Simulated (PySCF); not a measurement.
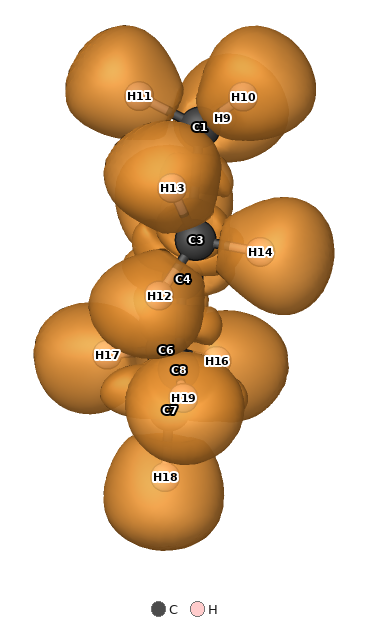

C$_{8}$H$_{11}$ (SMILES CC(C)=C1[CH]CC=C1) (doublet). Isosurface of the electron localisation function at 0.75 (orange), seen at an oblique angle. Core shells and regions of very low density are left out.

Geometry: GFN2-xTB.

The calculation used PySCF, UKS B3LYP, pcH-1 on C H, non-relativistic, mean-field spin-orbit, GIAO.

```xyz
19

C    -1.8510    0.7889   -1.1620
C    -1.1598    0.0339   -0.0748
C    -2.0457   -0.6641    0.9044
C     0.2242   -0.0122    0.0173
C     1.1616    0.5404   -0.8460
C     2.5398    0.2544   -0.3658
C     2.2914   -0.5286    0.8825
C     0.9822   -0.6738    1.0846
H    -1.2183    1.5709   -1.5720
H    -2.7684    1.2404   -0.7851
H    -2.1291    0.1166   -1.9785
H    -1.5800   -1.5612    1.3046
H    -2.9856   -0.9425    0.4301
H    -2.2838   -0.0074    1.7465
H     0.9656    1.0885   -1.7473
H     3.1071    1.1698   -0.1648
H     3.1244   -0.3168   -1.0950
H     3.0886   -0.9011    1.5014
H     0.5269   -1.1870    1.9122
```

Question: Where are the electrons localised?

Answer: At this value the surface marks out eight regions between bonded C–C atoms (shared pairs) and eleven regions around hydrogen nuclei. Profiles from the grid: C–C (1.33 Å): the ELF peaks at about 0.95 between the atoms (a short, multiple covalent bond). C–H (1.07 Å): the ELF climbs to about 1 towards the hydrogen, as it does in any bond to H (a covalent bond by its length).
